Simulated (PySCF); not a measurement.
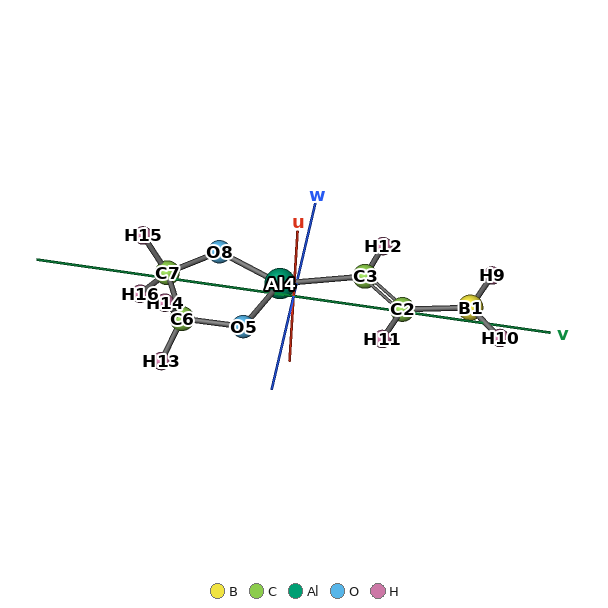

The lines u, v and w are the principal axes of the static dipole polarisability. The computed structure is the end point of a GFN2-xTB optimisation. No frequency run is at hand to confirm it as a minimum. Computed with CAM-B3LYP/def2-SVPD (PySCF 2.14.0).

> Along which axis is the molecule most polarisable, and along which least?

Most along v (nearly parallel to the O5–C6 bond), least along u.

> Give the three principal values.

u 64.9, v 125.0, w 80.6 bohr³; mean 90.2, anisotropy 54.0 bohr³.

The geometry is semi-empirical. Around Al, B such bond lengths and angles can be off by a tenth of an ångström or more and by several degrees, and values that hang on the shape move with them.
